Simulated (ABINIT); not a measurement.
# A GW run on Cs2InAgCl6 (Fm-3m) in ABINIT, with inputs changed

A base run on Cs2InAgCl6 (Fm-3m), then changed inputs.

Method: PBEsol and many-body steps on it, plane waves, in ABINIT 10.8.3.

**1. The starting structure**

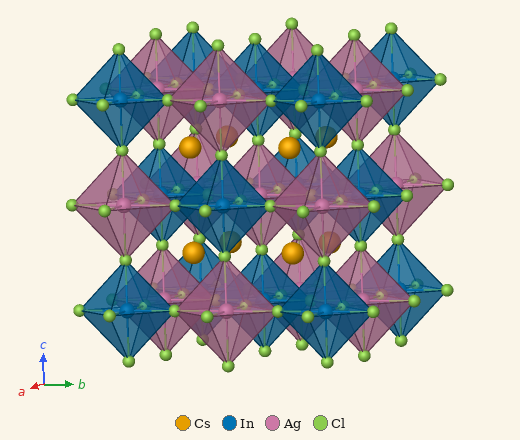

The cell as given, slightly off an axis (caesium orange, indium blue, silver pink, chlorine green). This picture shows the conventional cell, with its axes. Some periodic images of atoms are drawn too.

The cell and positions come from the Crystallography Open Database and are kept as given unless a step says otherwise. Spin-orbit coupling is left out unless a step names it.

**2. Screening, 2×2×2 mesh, 262 bands, screening to 122.5 eV**

This step: ABINIT 10.8.3; RPA screening on PBEsol, plane waves, norm-conserving pseudopotentials.

The RPA dielectric matrix is built and inverted for each q.

Contents of run.abi:

```
acell 3*1.0 Angstrom
rprim 
  0.000000000000 5.234500000000 5.234500000000
  5.234500000000 0.000000000000 5.234500000000
  5.234500000000 5.234500000000 0.000000000000
ntypat 4
znucl 55 49 47 17
natom 10
typat 1 1 2 3 4 4 4 4 4 4
xred 
  0.250000000000 0.250000000000 0.250000000000
  0.750000000000 0.750000000000 0.750000000000
  0.000000000000 0.000000000000 0.000000000000
  0.500000000000 0.500000000000 0.500000000000
  0.760210000000 0.239790000000 0.239790000000
  0.239790000000 0.760210000000 0.239790000000
  0.239790000000 0.760210000000 0.760210000000
  0.760210000000 0.239790000000 0.760210000000
  0.239790000000 0.239790000000 0.760210000000
  0.760210000000 0.760210000000 0.239790000000
pp_dirpath "pseudos"
pseudos "Cs.upf, In.upf, Ag.upf, Cl.upf"
ecut 37
ngkpt 2 2 2
nshiftk 1
shiftk 0 0 0
kptopt 1
chksymbreak 0
istwfk *1
occopt 1
irdwfk 1
optdriver 3
nband 262
ecuteps 4.5
inclvkb 2
awtr 1
symchi 1
indata_prefix "in"
outdata_prefix "out"
tmpdata_prefix "tmp"
```

The run is started by

```console
OMP_NUM_THREADS=1 mpirun -n 8 abinit run.abi > log
```

Log:

```text
.Version 10.8.3 of ABINIT. v10.8.2 released Aug 2026.

 Symmetries : space group Fm -3 m (#225); Bravais cF (face-center cubic)
[... echo of the input left out ...]
== DATASET  1 ==================================================================
-   mpi_nproc: 8, omp_nthreads: 1 (-1 if OMP is not activated)

--- !DatasetInfo
iteration_state: {dtset: 1, }
dimensions: {natom: 10, nkpt: 3, mband: 262, nsppol: 1, nspinor: 1, nspden: 1, mpw: 20827, }
cutoff_energies: {ecut:  37.0, pawecutdg:  -1.0, }
electrons: {nelect:   9.20000000E+01, charge:   0.00000000E+00, occopt:   1.00000000E+00, tsmear:   1.00000000E-02, }

 SCREENING: Calculation of the susceptibility and dielectric matrices

 Based on a program developped by R.W. Godby, V. Olevano, G. Onida, and L. Reining.
 Incorporated in ABINIT by V. Olevano, G.-M. Rignanese, and M. Torrent.
.Using double precision arithmetic ; gwpc =  8

[... cell and pseudopotentials left out ...]
--------------------------------------------------------------------------------

 ==== K-mesh for the wavefunctions ====
 Number of points in the irreducible wedge :     3
[... list of points left out ...]
 Together with 48 symmetry operations and time-reversal symmetry
 yields     8 points in the full Brillouin Zone.

 ==== Q-mesh for the screening function ====
 Number of points in the irreducible wedge :     3
[... list of points left out ...]
 Together with 48 symmetry operations and time-reversal symmetry
 yields     8 points in the full Brillouin Zone.

 setmesh: FFT mesh size selected  =    54x   54x   54
          total number of points  =       157464

 vcoul_init : cutoff-mode = AUXILIARY_FUNCTION
 q-points for optical limit:   1
     1)      0.000010    0.000020    0.000030

- screening: taking advantage of time-reversal symmetry
- Maximum band index for partially occupied states nbvw = 46
- Remaining bands to be divided among processors   nbcw = 216
- Number of bands treated by each node ~27

 Number of electrons calculated from density =   92.0000; Expected =   92.0000
 average of density, n =  0.047526
 r_s =    1.7126
 omega_plasma =   21.0292 [eV]

 calculating chi0 at frequencies [eV] :
  1    0.000000E+00    0.000000E+00
  2    0.000000E+00    2.102923E+01

--------------------------------------------------------------------------------
  q-point number  1        q = ( 0.000000, 0.000000, 0.000000) [r.l.u.]
--------------------------------------------------------------------------------
[... chi0 elements left out ...]
 For q-point:  0.000010 0.000020 0.000030
  dielectric constant =   4.0723
  dielectric constant without local fields =   4.5835

  Average fulfillment of the sum rule on Im[epsilon] for q-point    1 :     59.56  [%]
[... wings left out ...]
  q-point number  2        q = ( 0.500000, 0.000000, 0.000000) [r.l.u.]
--------------------------------------------------------------------------------
[... chi0 elements left out ...]
  Average fulfillment of the sum rule on Im[epsilon] for q-point    2 :     64.58  [%]

 [... 1 further q-points ...]
```

Wall time 4.4 min (8 MPI ranks of Intel Xeon Platinum 8488C (Sapphire Rapids), shared host); peak memory 9.5 GiB.

Numbers from this step:

| Quantity | Value |
| --- | --- |
| ε∞ with local fields, on this mesh, along the program's q direction | 4.072 |
| the same without local fields | 4.583 |
| plasma frequency | 21.03 eV |
| plane waves in the screening matrix | 893 |

Local fields lower ε∞ by 11 %. On a Γ-centred mesh this coarse the value itself is usually too large, while a short band sum pulls it down.

**3. Base**

The self-energy is evaluated for the states that the input lists, and the levels follow from it, in one-shot runs by the linearised quasiparticle equation.

This step: G0W0 on PBEsol, plane waves, norm-conserving pseudopotentials.

Changes to run.abi since step 2:

```diff
@@ -31,8 +31,15 @@
 irdwfk 1
-optdriver 3
+optdriver 4
 nband 262
+gwcalctyp 0
+ecutsigx 37
+symsigma 1
+nkptgw 1
+kptgw 
+  0.0000000000 0.0000000000 0.0000000000
+bdgw 
+  45 48
 ecuteps 4.5
-inclvkb 2
-awtr 1
-symchi 1
+irdscr 1
+ppmodel 1
 indata_prefix "in"
```

Log:

```text
.Version 10.8.3 of ABINIT. v10.8.2 released Aug 2026.

 Symmetries : space group Fm -3 m (#225); Bravais cF (face-center cubic)
[... echo of the input left out ...]
== DATASET  1 ==================================================================
-   mpi_nproc: 8, omp_nthreads: 1 (-1 if OMP is not activated)

--- !DatasetInfo
iteration_state: {dtset: 1, }
dimensions: {natom: 10, nkpt: 3, mband: 262, nsppol: 1, nspinor: 1, nspden: 1, mpw: 20827, }
cutoff_energies: {ecut:  37.0, pawecutdg:  -1.0, }
electrons: {nelect:   9.20000000E+01, charge:   0.00000000E+00, occopt:   1.00000000E+00, tsmear:   1.00000000E-02, }

 SIGMA: Calculation of the GW corrections

 Based on a program developped by R.W. Godby, V. Olevano, G. Onida, and L. Reining.
 Incorporated in ABINIT by V. Olevano, G.-M. Rignanese, and M. Torrent.
.Using double precision arithmetic ; gwpc =  8

[... cell and pseudopotentials left out ...]
--------------------------------------------------------------------------------

 ==== K-mesh for the wavefunctions ====
 Number of points in the irreducible wedge :     3
[... list of points left out ...]
 Together with 48 symmetry operations and time-reversal symmetry
 yields     8 points in the full Brillouin Zone.

 ==== Q-mesh for screening function ====
 Number of points in the irreducible wedge :     3
[... list of points left out ...]
 Together with 48 symmetry operations and time-reversal symmetry
 yields     8 points in the full Brillouin Zone.

 vcoul_init : cutoff-mode = AUXILIARY_FUNCTION
 q-points for optical limit:   1
     1)      0.000010    0.000020    0.000030
 setmesh: FFT mesh size selected  =    80x   80x   80
          total number of points  =       512000

 Number of electrons calculated from density =   92.0000; Expected =   92.0000
 average of density, n =  0.047526
 r_s =    1.7126
 omega_plasma =   21.0292 [eV]

 === KS Band Gaps ===
  >>>> For spin  1
   Minimum direct gap =   1.0385 [eV], located at k-point      :   0.0000  0.0000  0.0000
   Fundamental gap    =   1.0385 [eV], Top of valence bands at :   0.0000  0.0000  0.0000
                                       Bottom of conduction at :   0.0000  0.0000  0.0000
 SIGMA fundamental parameters:
 PLASMON POLE MODEL  1
 number of plane-waves for SigmaX                20827
 number of plane-waves for SigmaC and W            893
 number of plane-waves for wavefunctions         20827
 number of bands                                   262
 number of independent spin polarizations            1
 number of spinorial components                      1
 number of k-points in IBZ                           3
 number of q-points in IBZ                           3
 number of symmetry operations                      48
 number of k-points in BZ                            8
 number of q-points in BZ                            8
 number of frequencies for dSigma/dE                 9
 frequency step for dSigma/dE [eV]                0.25
 number of omega for Sigma on real axis              0
 max omega for Sigma on real axis  [eV]           0.00
 zcut for avoiding poles [eV]                     0.10

 EPSILON^-1 parameters (SCR file):
 dimension of the eps^-1 matrix on file            893
 dimension of the eps^-1 matrix used               893
 number of plane-waves for wavefunctions         20827
 number of bands                                   262
 number of q-points in IBZ                           3
 number of frequencies                               2
 number of real frequencies                          1
 number of imag frequencies                          1

 matrix elements of self-energy operator (all in [eV])

 Perturbative Calculation

--- !SelfEnergy_ee
iteration_state: {dtset: 1, }
kpoint     : [   0.000,    0.000,    0.000, ]
spin       : 1
KS_gap     :    1.039
QP_gap     :    2.629
Delta_QP_KS:    1.590
data: !SigmaeeData |
     Band     E0 <VxcDFT>   SigX SigC(E0)      Z dSigC/dE  Sig(E)    E-E0       E
       45   2.000 -20.134 -24.310   3.634   0.789  -0.268 -20.561  -0.427   1.573
       46   2.000 -20.134 -24.310   3.634   0.789  -0.268 -20.561  -0.427   1.573
       47   3.039 -12.327  -8.154  -2.764   0.825  -0.212 -11.165   1.163   4.202
       48   7.082  -7.675  -3.449  -3.181   0.855  -0.170  -6.782   0.894   7.976

== END DATASET(S) ==============================================================
================================================================================

 -outvars: echo values of variables after computation  --------
           etotal      0.0000000000E+00
            nband         262
             nkpt           3
          spgroup         225
 [... the other variables as echoed above ...]

 Calculation completed.
```

It took 27 s on 8 MPI ranks; peak memory 5.4 GiB; 3.5 min of CPU time.

Numbers from this step:

```
G0W0 gap on the points computed              : 2.629 eV
starting gap on the mesh                     : 1.038 eV
k of the valence top                         : 0, 0, 0
k of the conduction bottom                   : 0, 0, 0
Z at the valence top                         : 0.789
Z at the conduction bottom                   : 0.825
least direct G0W0 gap on the computed points : 2.629 eV
```

The gap on the mesh goes from 1.04 eV to 2.63 eV, a correction of +1.59 eV.

**4. Coulomb singularity**

Changes to run.abi since step 3:

```diff
@@ -44,2 +44,3 @@
 ppmodel 1
+gw_icutcoul 3
 indata_prefix "in"
```

Log:

```text
.Version 10.8.3 of ABINIT. v10.8.2 released Aug 2026.

 Symmetries : space group Fm -3 m (#225); Bravais cF (face-center cubic)
[... echo of the input left out ...]
== DATASET  1 ==================================================================
-   mpi_nproc: 8, omp_nthreads: 1 (-1 if OMP is not activated)

--- !DatasetInfo
iteration_state: {dtset: 1, }
dimensions: {natom: 10, nkpt: 3, mband: 262, nsppol: 1, nspinor: 1, nspden: 1, mpw: 20827, }
cutoff_energies: {ecut:  37.0, pawecutdg:  -1.0, }
electrons: {nelect:   9.20000000E+01, charge:   0.00000000E+00, occopt:   1.00000000E+00, tsmear:   1.00000000E-02, }

 SIGMA: Calculation of the GW corrections

 Based on a program developped by R.W. Godby, V. Olevano, G. Onida, and L. Reining.
 Incorporated in ABINIT by V. Olevano, G.-M. Rignanese, and M. Torrent.
.Using double precision arithmetic ; gwpc =  8

[... cell and pseudopotentials left out ...]
--------------------------------------------------------------------------------

 ==== K-mesh for the wavefunctions ====
 Number of points in the irreducible wedge :     3
[... list of points left out ...]
 Together with 48 symmetry operations and time-reversal symmetry
 yields     8 points in the full Brillouin Zone.

 ==== Q-mesh for screening function ====
 Number of points in the irreducible wedge :     3
[... list of points left out ...]
 Together with 48 symmetry operations and time-reversal symmetry
 yields     8 points in the full Brillouin Zone.

 vcoul_init : cutoff-mode = CRYSTAL
 q-points for optical limit:   1
     1)      0.000010    0.000020    0.000030
 setmesh: FFT mesh size selected  =    80x   80x   80
          total number of points  =       512000

 Number of electrons calculated from density =   92.0000; Expected =   92.0000
[...]
number of k-points in IBZ                           3
 number of q-points in IBZ                           3
 number of symmetry operations                      48
 number of k-points in BZ                            8
 number of q-points in BZ                            8
 number of frequencies for dSigma/dE                 9
 frequency step for dSigma/dE [eV]                0.25
 number of omega for Sigma on real axis              0
 max omega for Sigma on real axis  [eV]           0.00
 zcut for avoiding poles [eV]                     0.10

 EPSILON^-1 parameters (SCR file):
 dimension of the eps^-1 matrix on file            893
 dimension of the eps^-1 matrix used               893
 number of plane-waves for wavefunctions         20827
 number of bands                                   262
 number of q-points in IBZ                           3
 number of frequencies                               2
 number of real frequencies                          1
 number of imag frequencies                          1

 matrix elements of self-energy operator (all in [eV])

 Perturbative Calculation

--- !SelfEnergy_ee
iteration_state: {dtset: 1, }
kpoint     : [   0.000,    0.000,    0.000, ]
spin       : 1
KS_gap     :    1.039
QP_gap     :    2.620
Delta_QP_KS:    1.581
data: !SigmaeeData |
     Band     E0 <VxcDFT>   SigX SigC(E0)      Z dSigC/dE  Sig(E)    E-E0       E
       45   2.000 -20.134 -24.252   3.612   0.790  -0.267 -20.533  -0.399   1.602
       46   2.000 -20.134 -24.252   3.612   0.790  -0.267 -20.533  -0.399   1.602
       47   3.039 -12.327  -8.154  -2.742   0.826  -0.211 -11.145   1.182   4.221
       48   7.082  -7.675  -3.449  -3.159   0.856  -0.168  -6.762   0.914   7.995

== END DATASET(S) ==============================================================
================================================================================

 -outvars: echo values of variables after computation  --------
           etotal      0.0000000000E+00
            nband         262
             nkpt           3
          spgroup         225
 [... the other variables as echoed above ...]

 Calculation completed.
```

Run time: 27 s. Hardware: 8 MPI ranks; peak memory 5.3 GiB.

Numbers from this step:

| Quantity | Value |
| --- | --- |
| G0W0 gap on the points computed | 2.619 eV |
| starting gap on the mesh | 1.038 eV |
| k of the valence top | 0, 0, 0 |
| k of the conduction bottom | 0, 0, 0 |
| Z at the valence top | 0.79 |
| Z at the conduction bottom | 0.826 |
| least direct G0W0 gap on the computed points | 2.619 eV |

Against G0W0 in ABINIT (2×2×2 mesh, 262 bands, screening to 122.5 eV, Godby-Needs plasmon pole), the gap moves by −0.010 eV.

**5. Side by side**

Times are wall times on 8 MPI ranks of Intel Xeon Platinum 8488C (Sapphire Rapids), shared host, good to a factor of about two. A run's time includes the screening step that it read.

```
                run   mesh  bands  screening cutoff (eV)  DFT gap (eV)  gap on the mesh (eV)  direct (eV)  ε∞ used     time
               base  2×2×2    262                  122.5         1.038                 2.629        2.629     4.07  4.8 min
Coulomb singularity  2×2×2    262                  122.5         1.038                 2.619        2.619     4.07  4.8 min
```

**6. Outcome**

- base: 2.629 eV
- Coulomb singularity: 2.619 eV
- known limits: not at the basis limit; exchange with frozen shells missing; d shell near the gap, gap tends to lie low; no spin-orbit coupling; coarse k mesh

In words: Coulomb singularity: −0.010 eV against base (keys changed: gw_icutcoul). Bands and cutoff are finite, so the gap is not at the basis limit. The miss can reach some tenths of an eV and take either sign; the mesh is an error of its own. In the G0W0 runs levels were corrected at 1 k point alone, so a gap called «on the mesh» is the least over those, and an edge elsewhere would be missed. The 2×2×2 mesh is coarse for this cell, which bears on the long-range parts of exchange and screening. The norm-conserving file of at least one element keeps a d shell over frozen s and p shells of the same row. Exchange with those shells is missing from the self-energy, an error of 0.3 to 0.9 eV in cases checked, whose sign depends on which edge lies on those atoms. A d shell, filled or nearly so, lies near the gap. One-shot GW converges very slowly in bands there, not always from below, and on a semilocal start the gap tends to come out low; starts rich in exact exchange can overshoot instead. The many-body steps are scalar-relativistic: spin-orbit coupling is not in them.

[Paths, hosts, dates, memory and timing lines, banners, echoed tables and standing remarks are left out of the program output.]

[Logs are printed without paths, hosts, clocks, repeated set-up lines and the standing remarks that a program may print on its own settings, such as how far it seeks lower states.]

[Runs of the session that timed out or met a known fault of the program may be left out.]

[Hosts, paths, dates, database ids (printed as entryN), source tags and the programs' standing remarks are cut or masked in the printed files.]

[G0W0 gaps are taken among the corrected bands and points alone; a level outside them can change the order at an edge.]

[Where Ansatz stands beside ABINIT at settings called matched, ABINIT's density can come from a denser mesh and the files from another edition; pairs whose starting gaps differed by over 0.03 eV were left out, so agreement reads better than it is.]
